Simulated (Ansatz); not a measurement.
# Starting-point dependence of the GW gap of SnO2 (Cassiterite), part 2 of 2

How much of the starting functional survives in the G0W0 gap of SnO2 (Cassiterite)?

Ansatz 0.2.0; G0W0 on several functionals, plane waves, PAW. Known limits of the many-body steps: not at the basis limit; no spin-orbit coupling; coarse k mesh.

So far. Step 3 (G0W0 on PBE): Against the run with 4×4×4 mesh, 162 empty bands, screening to 100 eV on LDA, the gap moves by +0.008 eV, while the start moved by +0.15 eV. Step 4 (G0W0 on HSE06): Against the run with 4×4×4 mesh, 162 empty bands, screening to 100 eV on PBE, the gap moves by +0.89 eV, while the start moved by +1.76 eV.

In doubt: masses and optical values from hybrid runs of this build are listed as unsure (steps 4, 5, 6), which bears on the screening that GW takes from such a start.

## 5. G0W0 on PBE0

This step: G0W0 on PBE0, plane waves, PAW.

File input.yaml:

```yaml
crystal:
  lattice:
    - [4.738, 0.0, 0.0]
    - [0.0, 4.738, 0.0]
    - [0.0, 0.0, 3.1865]
  atoms:
    - { symbol: Sn, position: [0.0, 0.0, 0.0] }
    - { symbol: Sn, position: [0.5, 0.5, 0.5] }
    - { symbol: O, position: [0.3071, 0.3071, 0.0] }
    - { symbol: O, position: [0.1929, 0.8071, 0.5] }
    - { symbol: O, position: [0.6929, 0.6929, 0.0] }
    - { symbol: O, position: [0.8071, 0.1929, 0.5] }
kpoints:
  mp_grid: { grid: [4, 4, 4] }
hamiltonian:
  xc: pbe0
scf:
  occupations: { method: fixed }
gw:
  n_empty_bands: 162
  ecut_chi: 100
  qp_bands: [v2, c2]
  qp_kpoints: band_edges
  screening: { model: contour_deformation }
```

Command:

```
ansatz run input.yaml --threads 3 --pin off --max-ram 92160MiB --backend cuda --events-out ev --progress --plain --runs-dir out --devices 1 --max-vram 13GiB  # rebuilt from the run's record
```

Numbers of over 12 decimals in the logs are rounded to 6 here.

Output:

```text
GPUs: using 1 of 1 available (devices: 1).
[...]
GPU FFT provider: cuFFT
GPU libraries: cuBLAS 13.8.2, cuFFT 12.4.0, cuSOLVER 12.3.4
Crystal: 6 atoms, lattice volume = 71.533 Å³
Basis set: ecut = 420 eV, 1411 PW (Γ)
Bands: 32, of which v1, the nominal top of the filled ones, is band 26 counted from 1 (25 counted from 0)
Symmetry: 16 space group operations
[...]
k-points: 18 of 64
[...]
2    27     16.9673   -14.1664    -4.0977   -19.1567  0.8365    17.8652    17.8599  root
     2    28     16.9673   -14.1664    -4.0977   -19.1567  0.8365    17.8652    17.8599  root
[...]
17    25      6.8709   -26.6288     4.7711   -22.1501  0.7994     7.1626     7.1634  root
    17    26      6.8709   -26.6288     4.7711   -22.1501  0.7994     7.1626     7.1634  root
    17    27     15.4663   -12.6371    -3.8740   -17.1835  0.8543    16.1410    16.1387  root
    17    28     15.4663   -12.6371    -3.8740   -17.1835  0.8543    16.1410    16.1387  root
[key lines of the parts left out:]
Free energy (F): -14324.409533 eV
Fermi energy:    7.784472 eV
```

It took 41 s on 1 × NVIDIA H100 80GB HBM3 (shared by 6 runs) with 3 threads of AMD EPYC 7R13 (Zen 3), shared host; peak memory 1.6 GiB; 37 s of CPU time.

Numbers from this step:

* bands summed: 188
* RPA ε∞ on this mesh (eigenvalues): 3.206, 3.206, 3.542
* plane waves in the screening matrix: 161
* G0W0 gap on the mesh: 3.851 eV
* k of the valence top: 0, 0, 0
* k of the conduction bottom: 0, 0, 0
* starting gap on the mesh: 3.764 eV
* least direct G0W0 gap on the computed points: 3.851 eV

Against the run with 4×4×4 mesh, 162 empty bands, screening to 100 eV on HSE06, the gap moves by +0.21 eV, while the start moved by +0.72 eV.

## 6. G0W0 on Hartree-Fock

This step: G0W0 on Hartree-Fock, plane waves, PAW.

input.yaml, as its differences from that of step 5:

```diff
@@ -15,3 +15,3 @@
 hamiltonian:
-  xc: pbe0
+  xc: hf
 scf:
```

Output:

```text
GPUs: using 1 of 1 available (devices: 1).
[...]
GPU FFT provider: cuFFT
GPU libraries: cuBLAS 13.8.2, cuFFT 12.4.0, cuSOLVER 12.3.4
Crystal: 6 atoms, lattice volume = 71.533 Å³
Basis set: ecut = 420 eV, 1411 PW (Γ)
Bands: 32, of which v1, the nominal top of the filled ones, is band 26 counted from 1 (25 counted from 0)
Symmetry: 16 space group operations
[...]
k-points: 18 of 64
[...]
2    27     22.3051   -12.6451    -3.1642   -12.6503  0.9076    19.1635    19.1461  root
     2    28     22.3051   -12.6451    -3.1642   -12.6503  0.9076    19.1635    19.1461  root
[...]
17    25      2.8193   -26.4894     3.2536   -26.4809  0.8853     6.0384     6.0644  root
    17    26      2.8193   -26.4894     3.2536   -26.4809  0.8853     6.0384     6.0644  root
    17    27     20.3926   -11.0240    -3.1120   -11.0369  0.9165    17.3080    17.2934  root
    17    28     20.3926   -11.0240    -3.1120   -11.0369  0.9165    17.3080    17.2934  root
[key lines of the parts left out:]
Free energy (F): -14168.240536 eV
Fermi energy:    3.826460 eV
```

It took 40 s on 1 × NVIDIA H100 80GB HBM3 (shared by 6 runs) with 3 threads; peak memory 1.6 GiB.

This step gave:

```
bands summed                                 : 188
RPA ε∞ on this mesh (eigenvalues)            : 2.079, 2.079, 2.225
plane waves in the screening matrix          : 161
G0W0 gap on the mesh                         : 6.098 eV
k of the valence top                         : 0, 0, 0
k of the conduction bottom                   : 0, 0, 0
starting gap on the mesh                     : 12.27 eV
least direct G0W0 gap on the computed points : 6.098 eV
```

Against the run with 4×4×4 mesh, 162 empty bands, screening to 100 eV on PBE0, the gap moves by +2.25 eV, while the start moved by +8.50 eV.

## 7. The starts together

All on the 4×4×4 mesh with 162 empty bands and screening to 100 eV. Times are wall times on 1 × NVIDIA H100 80GB HBM3 (shared by 6 runs) with 3 threads of AMD EPYC 7R13 (Zen 3), shared host, good to a factor of about two.

```
       start  starting gap (eV)  shift (eV)  G0W0 gap (eV)  RPA ε∞ (harmonic mean)  Z (valence, conduction)  time
         LDA               1.13       +1.61           2.74                    4.81               0.75, 0.82  16 s
         PBE               1.28       +1.47           2.75                    4.59               0.75, 0.82  11 s
       HSE06               3.04       +0.60           3.64                    3.49               0.79, 0.86  50 s
        PBE0               3.76       +0.09           3.85                    3.31               0.80, 0.86  41 s
Hartree-Fock              12.27       −6.17           6.10                    2.13               0.88, 0.92  40 s
```

The parts of the quasiparticle energy at the two band edges (eV; QP = start + Σx + Σc − Vxc):

```
  run               edge  start      Σx     Σc     Vxc     Z     QP
  LDA        valence top   9.16  -27.08   5.34  -21.22  0.75   8.64
  LDA  conduction bottom  10.29  -14.71  -3.38  -19.17  0.82  11.38
  PBE        valence top   9.53  -27.18   5.38  -21.14  0.75   8.87
  PBE  conduction bottom  10.81  -14.43  -3.34  -18.58  0.82  11.62
HSE06        valence top   8.19  -27.19   4.82  -22.49  0.79   8.31
HSE06  conduction bottom  11.23  -13.61  -3.41  -17.74  0.86  11.94
 PBE0        valence top   7.78  -27.18   4.67  -22.90  0.80   8.17
 PBE0  conduction bottom  11.55  -13.60  -3.34  -17.41  0.86  12.02
```

For a hybrid start, Vxc holds its share of exact exchange.

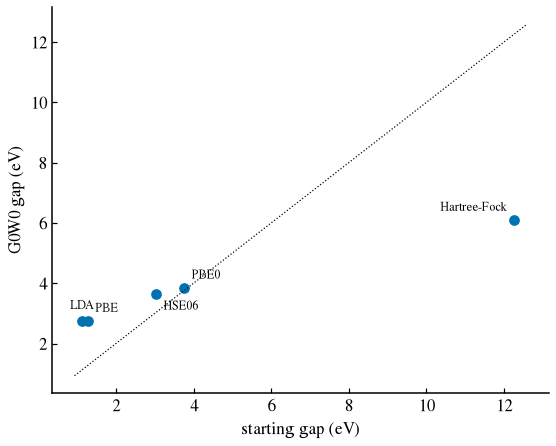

G0W0 gap against starting gap; on the dotted line the correction would vanish.

## 8. Outcome

| Quantity | Value |
| --- | --- |
| G0W0@LDA | 2.74 eV (start 1.13 eV) |
| G0W0@PBE | 2.75 eV (start 1.28 eV) |
| G0W0@HSE06 | 3.64 eV (start 3.04 eV) |
| G0W0@PBE0 | 3.85 eV (start 3.76 eV) |
| G0W0@Hartree-Fock | 6.10 eV (start 12.27 eV) |
| known limits | not at the basis limit; no spin-orbit coupling; coarse k mesh |

What this shows: The starting gaps span 11.13 eV and the G0W0 gaps 3.36 eV. Between LDA and Hartree-Fock, 3.36 eV of the 11.13 eV survives, 30 %. Hartree-Fock screens less than LDA (ε∞ 2.13 against 4.81). Of the 3.36 eV by which its G0W0 gap is higher, the correlation part gives +2.43 eV, and exchange with the one-particle terms, which follow the orbitals, +0.93 eV. On Hartree-Fock the correction is negative: that start lies above its own G0W0 value. The smallest correction, +0.09 eV, is on PBE0, the start nearest to reproducing itself. Bands and cutoff are finite, so the gap is not at the basis limit. The miss can reach some tenths of an eV and take either sign; the mesh is an error of its own. The 4×4×4 mesh is coarse for this cell (its supercell is 13 Å along the shortest edge). The RPA ε∞ on it, from the LDA start, is 4.75 and 4.95; such meshes misread the long-range screening, most where the gap is narrow. The program warns that the mesh is coarse for exact exchange, which bears on the hybrid start's gap. The many-body steps are scalar-relativistic: spin-orbit coupling is not in them.

[Paths, hosts, dates, memory and timing lines, banners, echoed tables and standing remarks are left out of the program output.]

[Logs are printed without paths, hosts, clocks, repeated set-up lines and the standing remarks that a program may print on its own settings, such as how far it seeks lower states.]

[Runs of the session that timed out or met a known fault of the program may be left out.]

[Cells called generated may have been cut or substituted from an entry of the Crystallography Open Database or the Materials Project.]

[Hosts, paths, dates, database ids (printed as entryN), source tags and the programs' standing remarks are cut or masked in the printed files.]
